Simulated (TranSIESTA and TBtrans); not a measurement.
Device: Cu chain with one bond stretched by 1.0 Å. Leads: straight Cu chain, spacing 2.3 Å. Geometry: as built, not relaxed.

TranSIESTA and TBtrans, PBE, DZP numerical orbitals (energy shift 0.15 eV), PseudoDojo norm-conserving scalar-relativistic potentials, mesh cutoff 200 Ry, 300 K, no spin polarisation, no spin-orbit coupling; self-consistent non-equilibrium Green functions.

Energies count from the leads' Fermi level. Transmissions are for one spin of a degenerate pair. The energy step is 0.01 eV; narrower resonances are cut or missed.

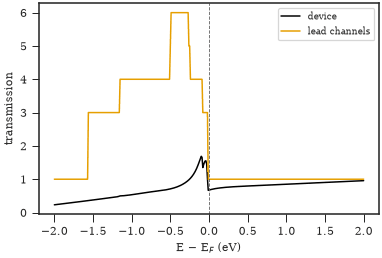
Transmission against energy

| E (eV) | T | lead channels |
|---|---|---|
| -2.00 | 0.23 | 1 |
| -1.80 | 0.29 | 1 |
| -1.60 | 0.35 | 1 |
| -1.40 | 0.41 | 3 |
| -1.20 | 0.47 | 3 |
| -1.00 | 0.53 | 4 |
| -0.80 | 0.60 | 4 |
| -0.60 | 0.67 | 4 |
| -0.40 | 0.78 | band edge |
| -0.20 | 1.15 | 4 |
| 0.00 | 0.67 | 1 |
| 0.20 | 0.75 | 1 |
| 0.40 | 0.79 | 1 |
| 0.60 | 0.81 | 1 |
| 0.80 | 0.83 | 1 |
| 1.00 | 0.85 | 1 |
| 1.20 | 0.87 | 1 |
| 1.40 | 0.89 | 1 |
| 1.60 | 0.92 | 1 |
| 1.80 | 0.94 | 1 |
| 2.00 | 0.96 | 1 |

The leads' channel count changes near -0.01 eV, within the thermal window, so values at the Fermi level hang on where that band edge falls. The straight chain is held at its spacing; free chains may zigzag or dimerise. No spin-polarised start was tried, so a magnetic state, if there is one, is missed.
